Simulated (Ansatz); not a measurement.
**C2F2 (SMILES FC#CF) at MP2/cc-pVTZ**

What is the electronic atomisation energy of C2F2 at MP2/cc-pVTZ? 

The calculation is run with Ansatz 0.2.0.

25 further runs of the same task are left out: 1 that didn't finish, 24 set aside as unsound or not needed.

## Step 1: Starting point

C2F2: 4 atoms, total charge 0, spin state singlet. As SMILES, `FC#CF`. Geometry: relaxed at PBE0-D4/def2-TZVP.

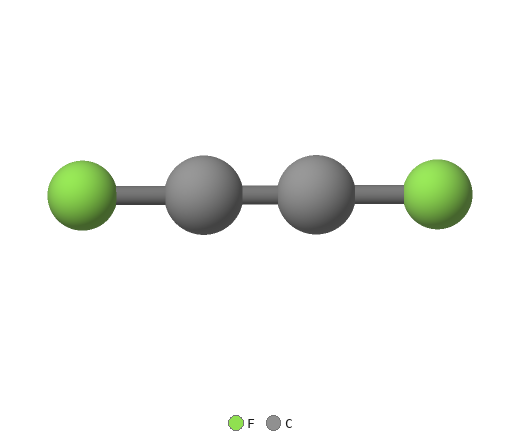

Viewed from a chosen angle; fluorine green, carbon grey.

## Step 2: A single-point energy at MP2/cc-pVTZ

input.yaml reads:

```yaml
crystal:
  periodic: [false, false, false]
  atoms:
    - symbol: F
      position_ang: [-0.136400, 0.128000, 1.852800]
    - symbol: C
      position_ang: [-0.033700, 0.030200, 0.583200]
    - symbol: C
      position_ang: [0.061400, -0.060400, -0.593400]
    - symbol: F
      position_ang: [0.164100, -0.158200, -1.863000]
basis:
  gaussian:
    orbitals: cc-pVTZ
magnetization:
  spin_polarized: false
  initial_magnetization: 0
correlation:
  method: mp2
  frozen_orbitals: {C: 1, F: 1}
accuracy: high
```

Launch:

```console
$ ansatz run input.yaml --threads 1 --pin off --max-ram 3480MiB --events-out events.jsonl --progress --plain --runs-dir runs
```

The log of the run:

```text
Warning: RAYON_NUM_THREADS=1 ignored (pool sized by the plan → 1); use --threads N
Functional definition: HF
  name "HF"
  exchange = exact_x
  correlation = 0
1827 factors; integrals over basis functions are off by at most 3.4e-9 eV
mean field evaluation 1: about -7470.4005 eV, gradient 2.3e1 eV
mean field evaluation 2: about -7470.4108 eV, gradient 2.3e1 eV
mean field evaluation 4: about -7471.3659 eV, gradient 2.2e0 eV
mean field evaluation 8: about -7471.3742 eV, gradient 2.3e-5 eV
mean field -7471.37424146 eV, -274.5679390945 hartree, gradient 1.5e-8 eV, S^2 0.000000; 0 other end points of the search recorded, 0 dependent functions left out
4 core orbitals not correlated: weight in the atoms' cores, before any rotation towards them, 1.000 or more for the frozen orbitals, at most 0.000 for the correlated occupied ones
reference -7471.37424146 eV, -274.5679390945 hartree; 11, 11 occupied and 105, 105 virtual orbitals, 1827 factors
second order -21.47967729 eV of doubles, -0.00000000 eV of singles
Total energy: -7492.85391876 eV, -275.3573026755 hartree
```

Run time: 2.8 s. Hardware: 1 thread of Arm Neoverse V2, shared host; peak memory 0.28 GiB.

## Step 3: The C atom, same level

job.yaml reads:

```yaml
crystal:
  periodic: [false, false, false]
  atoms:
    - {symbol: C, position_ang: [0.000000, 0.000000, 0.000000]}
basis:
  gaussian: {orbitals: cc-pVTZ}
magnetization: {spin_polarized: true, initial_magnetization: 2}
correlation: {method: mp2, frozen_orbitals: {C: 1}}
accuracy: high
```

Run the same way, it converges to -37.75849 Eh (log not shown).

## Step 4: The F atom at the same level

run.yaml reads:

```yaml
basis:
  gaussian: {orbitals: cc-pVTZ}
crystal:
  periodic: [false, false, false]
  atoms:
    - {symbol: F, position_ang: [0.000000, 0.000000, 0.000000]}
magnetization: {spin_polarized: true, initial_magnetization: 1}
correlation: {method: mp2, frozen_orbitals: {F: 1}}
accuracy: high
```

Launch:

```console
$ ansatz run run.yaml --threads 1 --pin off --max-ram 3480MiB --events-out events.jsonl --progress --plain --runs-dir runs
```

The log of the run:

```text
Warning: RAYON_NUM_THREADS=1 ignored (pool sized by the plan → 1); use --threads N
[... 4 set-up lines as earlier in the session ...]
299 factors; integrals over basis functions are off by at most 2.7e-9 eV
mean field evaluation 1: about -2704.7552 eV, gradient 9.0e0 eV
mean field evaluation 2: about -2704.7557 eV, gradient 9.0e0 eV
mean field evaluation 4: about -2704.9590 eV, gradient 9.3e-1 eV
mean field evaluation 8: about -2704.9621 eV, gradient 9.1e-4 eV
mean field evaluation 16: about -2704.9621 eV, gradient 4.6e-3 eV
mean field evaluation 32: about -2704.9621 eV, gradient 1.1e-8 eV
mean field -2704.96213194 eV, -99.4055248597 hartree, gradient 1.1e-8 eV, S^2 0.753414; 3 other end points of the search recorded, 0 dependent functions left out
1 core orbitals not correlated: weight in the atoms' cores, before any rotation towards them, 1.000 or more for the frozen orbitals, at most 0.000 for the correlated occupied ones
reference -2704.96213194 eV, -99.4055248597 hartree; 4, 3 occupied and 25, 26 virtual orbitals, 299 factors
second order -5.43780329 eV of doubles, -0.00000000 eV of singles
Total energy: -2710.39993523 eV, -99.6053604446 hartree
```

Wall time 0.12 s (1 thread of Arm Neoverse V2, shared host).

## Step 5: What came out

Level: MP2/cc-pVTZ, 4 core orbitals frozen.

| quantity | value |
| --- | --- |
| molecule: total energy | -275.35730 Eh |
| molecule: correlation energy (4 core orbitals frozen) | -789.4 mEh |
| C atom: total energy | -37.75849 Eh |
| C atom: correlation energy (1 core orbital frozen) | -66.9 mEh |
| C atom: ⟨S²⟩ of the reference determinant | 2.009 |
| F atom: total energy | -99.60536 Eh |
| F atom: correlation energy (1 core orbital frozen) | -199.8 mEh |
| F atom: ⟨S²⟩ of the reference determinant | 0.753 |
| electronic atomisation energy | 17.132 eV |

In words: Taking the molecule apart into free atoms costs 17.13 eV (395 kcal/mol), before zero-point energy and without spin-orbit coupling.
